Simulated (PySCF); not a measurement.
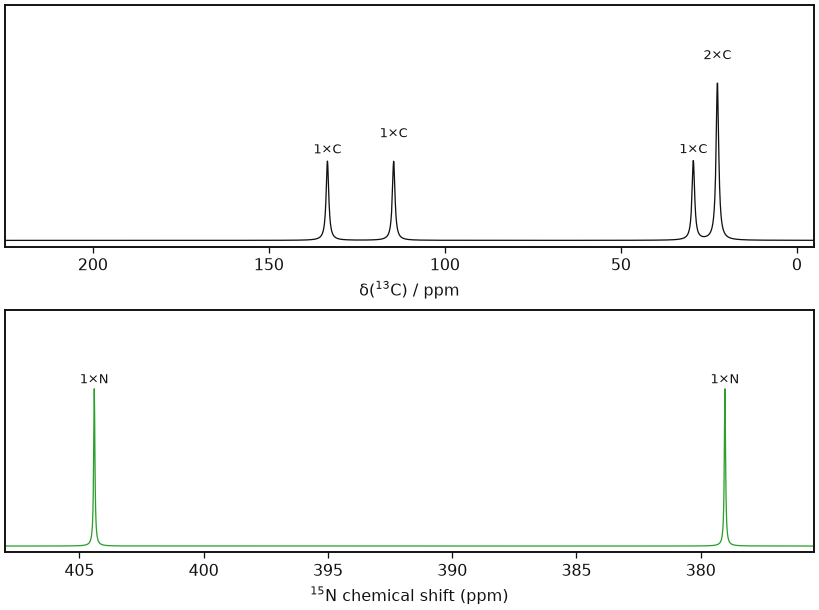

GIAO shifts, PBE0/pcSseg-1, PySCF, at a GFN2-xTB geometry (no frequency check), against TMS for ¹³C and NH₃ for ¹⁵N computed at the same level (¹⁵N: a single molecule, while the usual scales start at liquid NH₃ or nitromethane; multiply bonded nitrogen can come out tens of ppm too deshielded). Gas phase, fully decoupled, line heights follow the number of nuclei, widths are arbitrary (no quadrupolar broadening); values of one conformer, averaged over nuclei that symmetry, rotation about single bonds or inversion at nitrogen exchange, these motions taken as fast; other conformers aren't averaged in.

**Which molecule was computed?**
A. C₅H₁₀N₂, SMILES C=N/N=C\C(C)C
B. C₃H₁₂N₂Si, SMILES CCC[SiH](N)N
C. C₅H₁₀N₂, SMILES C#C[C@H](N)CCN
D. C₆H₃ClFN, SMILES C#C/C(F)=C(/C#N)CCl

A. Its ¹³C signals: 133.4 (1 C), 114.5 (1 C), 29.4 (1 C), 22.6 (2 C) ppm. Its ¹⁵N signals: 404.4 (1 N), 379.0 (1 N) ppm.

Caveats: the tight-binding geometry is rougher than a DFT one and adds to the error.
